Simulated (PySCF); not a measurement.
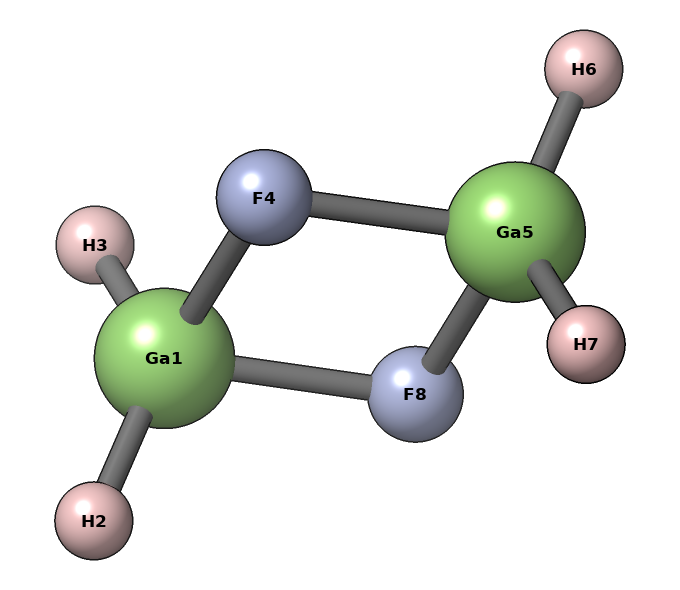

The computed structure is the end point of a PBE0-D3(BJ)/def2-SVP optimisation. No frequency run is at hand to confirm it as a minimum. Level of theory: PBE/pcJ-1 (pcSseg-1 on Ga) indirect spin-spin coupling, non-relativistic, gas phase (PySCF 2.14.0). Isotopes: 19F, 1H.

Give the spin–spin coupling constants of these pairs, with the number of bonds between them: H2/H3, H2/F4, H3/F8, H3/F4, F4/H6, F4/H7, F4/F8, H6/F8, H6/H7, H7/F8.

```csv
pair,bonds apart,J (Hz)
"H2, H3",2,70.7
"H2, F4",2,45.3
"H3, F8",2,45.2
"H3, F4",2,44.1
"F4, H6",2,44.5
"F4, H7",2,44.9
"F4, F8",2,−198.1
"H6, F8",2,45.0
"H6, H7",2,70.8
"H7, F8",2,44.4
```

Density functionals are unreliable for couplings to fluorine, so those rows may be far off.
